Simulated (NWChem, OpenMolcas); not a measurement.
## How basis sets differ on C2HClFIn (SMILES C#[C][In]([F])[Cl])

C2HClFIn has 6 atoms, charge 0, and is taken as a singlet. SMILES: `C#[C][In]([F])[Cl]`. Geometry: relaxed at PBE0-D4/def2-TZVP.

Quantity: the dipole moment, in D. The values are calculated.

```
                       level          kind     program  value (D)  CPU time
           HF/ANO-R0 (sfX2C)  Hartree–Fock  OpenMolcas       1.77      12 s
        HF/ANO-RCC-MB (DKH2)  Hartree–Fock  OpenMolcas       3.03     6.2 s
                   HF/STO-3G  Hartree–Fock  OpenMolcas       2.59       3 s
                    HF/3-21G  Hartree–Fock      NWChem       4.15      19 s
HF/def2-SVP (core potential)  Hartree–Fock      NWChem       3.66      26 s
```

All-electron rows without a relativistic Hamiltonian named are non-relativistic, while core potentials hold scalar relativity, so basis and relativity change together. The values span 1.77 to 4.15 D. Magnitudes only. Sets without polarisation functions give poor dipoles. CPU times are rough (shared hosts, several kinds of processor and program).

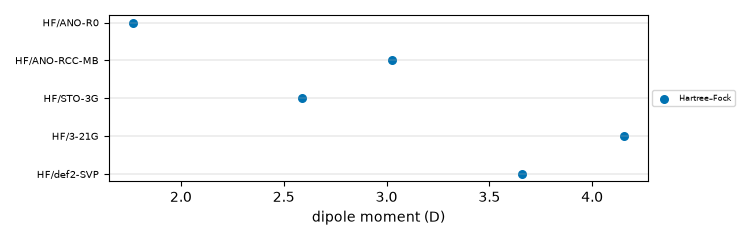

The values of the table, level by level.
